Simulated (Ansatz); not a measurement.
**C2H6Si (SMILES CC[SiH]) at wB97X/cc-pVDZ**

What is the energy change on altering one bond length of C2H6Si at wB97X/cc-pVDZ? 

The calculation is run with Ansatz 0.2.0.

60 further runs of the same task are left out: 60 set aside as unsound or not needed.

### 1 The system as given

C2H6Si has 9 atoms, charge 0, and is taken as a singlet. SMILES: `CC[SiH]`. The coordinates come from a PBE0-D4/def2-TZVP relaxation. This is one conformer, not always the lowest.

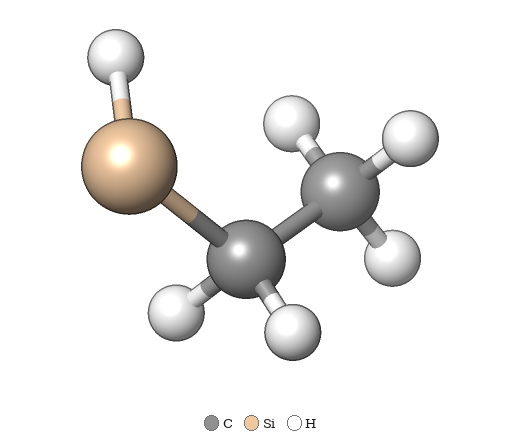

The structure, seen from a chosen angle (carbon grey, silicon light orange, hydrogen white).

### 2 A single-point energy at wB97X/cc-pVDZ

File in.yaml:

```yaml
crystal:
  periodic: [false, false, false]
  atoms:
    - {symbol: C, position_ang: [-0.593600, 0.495600, -0.562700]}
    - {symbol: C, position_ang: [0.423400, -0.563800, -0.158900]}
    - {symbol: Si, position_ang: [1.475100, -0.358700, 1.398700]}
    - {symbol: H, position_ang: [-1.208900, 0.173100, -1.407700]}
    - {symbol: H, position_ang: [-0.098000, 1.423000, -0.860500]}
    - {symbol: H, position_ang: [-1.258400, 0.736300, 0.269500]}
    - {symbol: H, position_ang: [1.051000, -0.864800, -1.004300]}
    - {symbol: H, position_ang: [-0.103000, -1.497700, 0.133400]}
    - {symbol: H, position_ang: [0.401100, 0.410600, 2.175300]}
basis:
  gaussian: {orbitals: cc-pVDZ}
output: {orbitals: {seedname: orbitals}}
accuracy: high
hamiltonian: {xc: {name: wB97X}}
```

On the command line:

```
$ ansatz run in.yaml --threads 1 --pin off --max-ram 3480MiB --events-out events.jsonl --progress --plain --runs-dir runs
```

What it wrote:

```text
Warning: RAYON_NUM_THREADS=1 ignored (pool sized by the plan → 1); use --threads N
Functional definition: wB97X
  name "wB97X"
  parameter omega = 0.3/bohr
  parameter cx = 0.157706
  parameter cx1 = 0.726479
  parameter cx2 = 1.04760
  parameter cx3 = -5.70635
  parameter cx4 = 13.2794
  parameter css1 = -4.33879
  parameter css2 = 18.2308
  parameter css3 = -31.7430
  parameter css4 = 17.2901
  parameter cos1 = 2.37031
  parameter cos2 = -11.3995
  parameter cos3 = 6.58405
  parameter cos4 = -3.78132
  exchange = spin_sum(e_x_unif_sr(omega)*poly(b97_u_x, 1 - cx, cx1, cx2, cx3, cx4)) + cx*exact_x_sr(omega)
      + exact_x_lr(omega)
  correlation = spin_sum(e_c_pw_same_spin*poly(b97_u_same, 1, css1, css2, css3, css4))
      + integral(e_c_pw_opposite_spin*poly(b97_u_opposite, 1, cos1, cos2, cos3, cos4))
1848 factors; integrals over basis functions are off by at most 3.7e-9 eV
356 factors; integrals over basis functions are off by at most 2.4e-9 eV
mean field evaluation 1: about -10044.1568 eV, gradient 3.3e1 eV
mean field evaluation 2: about -10045.2709 eV, gradient 2.5e1 eV
mean field evaluation 4: about -10046.8886 eV, gradient 6.1e-1 eV
mean field evaluation 8: about -10046.8897 eV, gradient 3.9e-2 eV
mean field evaluation 16: about -10046.8897 eV, gradient 6.2e-5 eV
mean field -10046.88973077 eV, -369.2163875795 hartree, gradient 9.5e-8 eV, S^2 0.000000; 0 other end points of the search recorded, 0 dependent functions left out
reference -10046.88972804 eV, -369.2163874792 hartree; 16, 16 occupied and 60, 60 virtual orbitals, 1848 factors
Total energy: -10046.88972804 eV, -369.2163874792 hartree
```

Run time: 22 s. Hardware: 1 thread of Arm Neoverse V1, shared host; peak memory 0.4 GiB.

### 3 The distorted shape, same level

File run.yaml:

```yaml
crystal:
  periodic: [false, false, false]
  atoms:
    - {symbol: C, position_ang: [-0.909087, 0.434075, -1.029946]}
    - {symbol: C, position_ang: [0.107913, -0.625325, -0.626146]}
    - {symbol: Si, position_ang: [1.475100, -0.358700, 1.398700]}
    - {symbol: H, position_ang: [-1.524387, 0.111575, -1.874946]}
    - {symbol: H, position_ang: [-0.413487, 1.361475, -1.327746]}
    - {symbol: H, position_ang: [-1.573887, 0.674775, -0.197746]}
    - {symbol: H, position_ang: [0.735513, -0.926325, -1.471546]}
    - {symbol: H, position_ang: [-0.418487, -1.559225, -0.333846]}
    - {symbol: H, position_ang: [0.401100, 0.410600, 2.175300]}
basis:
  gaussian:
    orbitals: cc-pVDZ
hamiltonian:
  xc: {name: wB97X}
accuracy: high
output:
  orbitals: {seedname: orbitals}
```

On the command line:

```
$ ansatz run run.yaml --threads 1 --pin off --max-ram 3480MiB --events-out events.jsonl --progress --plain --runs-dir runs
```

What it wrote:

```text
Warning: RAYON_NUM_THREADS=1 ignored (pool sized by the plan → 1); use --threads N
[... 17 set-up lines as earlier in the session ...]
      + exact_x_lr(omega)
[... 1 set-up line as earlier in the session ...]
      + integral(e_c_pw_opposite_spin*poly(b97_u_opposite, 1, cos1, cos2, cos3, cos4))
1827 factors; integrals over basis functions are off by at most 3.7e-9 eV
370 factors; integrals over basis functions are off by at most 2.5e-9 eV
mean field evaluation 1: about -10041.7412 eV, gradient 3.6e1 eV
mean field evaluation 2: about -10042.2797 eV, gradient 3.5e1 eV
mean field evaluation 4: about -10045.6703 eV, gradient 1.4e0 eV
mean field evaluation 8: about -10045.6732 eV, gradient 1.6e-2 eV
mean field evaluation 16: about -10045.6732 eV, gradient 8.4e-5 eV
mean field -10045.67316002 eV, -369.1716794291 hartree, gradient 4.1e-8 eV, S^2 0.000000; 0 other end points of the search recorded, 0 dependent functions left out
reference -10045.67315717 eV, -369.1716793241 hartree; 16, 16 occupied and 60, 60 virtual orbitals, 1827 factors
Total energy: -10045.67315717 eV, -369.1716793241 hartree
```

Run time: 23 s. Hardware: 1 thread of Arm Neoverse V1, shared host; peak memory 0.4 GiB.

### 4 Results

Level: wB97X/cc-pVDZ.

```
                                                          quantity          value
                                         first shape: total energy  -369.21639 Eh
                                          first shape: HOMO energy       -8.44 eV
                                          first shape: LUMO energy       -0.25 eV
                                        first shape: HOMO–LUMO gap        8.19 eV
                                     distorted shape: total energy  -369.17168 Eh
                                      distorted shape: HOMO energy       -8.32 eV
                                      distorted shape: LUMO energy       -0.79 eV
                                    distorted shape: HOMO–LUMO gap        7.54 eV
energy change with the C2–Si3 bond stretched from 1.891 to 2.458 Å       1.217 eV
```

**Reading.** With the C2–Si3 bond stretched from 1.891 to 2.458 Å the energy rises by 1.22 eV (117 kJ/mol). The first shape isn't relaxed at this level, so the change isn't measured from a minimum.
